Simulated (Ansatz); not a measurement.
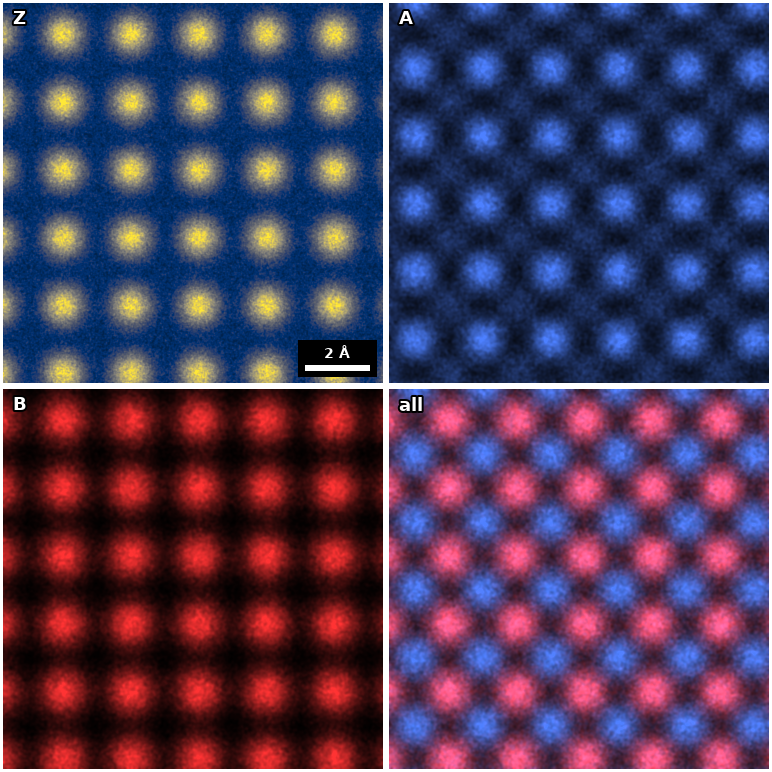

WC3 (I4/mmm, No. 139) along [001]. Panel Z: Simulated incoherent Z contrast: every atom adds Z^1.7 spread by a probe of 0.91 Å full width; channelling and multiple scattering are left out. The display is stretched by a gamma of 0.8; percentages refer to the linear signal. Shot noise was added. The other panels are simulated element maps (the number of atoms of one element along the beam, blurred by 1.2 Å, with counting noise; each on its own scale, no channelling); the last overlays them. Structure used: the geometry relaxed with DFT PBE, scalar-relativistic, plane waves, PAW (Ansatz); the starting structure was generated, so it need not be a known form of this composition.

```cif
data_structure
_symmetry_space_group_name_H-M 'I4/mmm'
_symmetry_Int_Tables_number 139
_cell_length_a 3.0287
_cell_length_b 3.0287
_cell_length_c 7.5399
_cell_angle_alpha 90.000
_cell_angle_beta 90.000
_cell_angle_gamma 90.000
_cell_volume 69.16
loop_
_atom_site_label
_atom_site_type_symbol
_atom_site_symmetry_multiplicity
_atom_site_Wyckoff_symbol
_atom_site_fract_x
_atom_site_fract_y
_atom_site_fract_z
_atom_site_occupancy
W1 W 2 a 0.00000 0.00000 0.00000 1
C1 C 2 b 0.50000 0.50000 0.00000 1
C2 C 4 d 0.50000 0.00000 0.25000 1
```

**Which element does each lettered map show?**

C, B: W. The projected cell (2.14 × 2.14 Å, 90°) holds 2 columns: 1 of W + C and 1 of C. Columns shared by several elements: W + C.
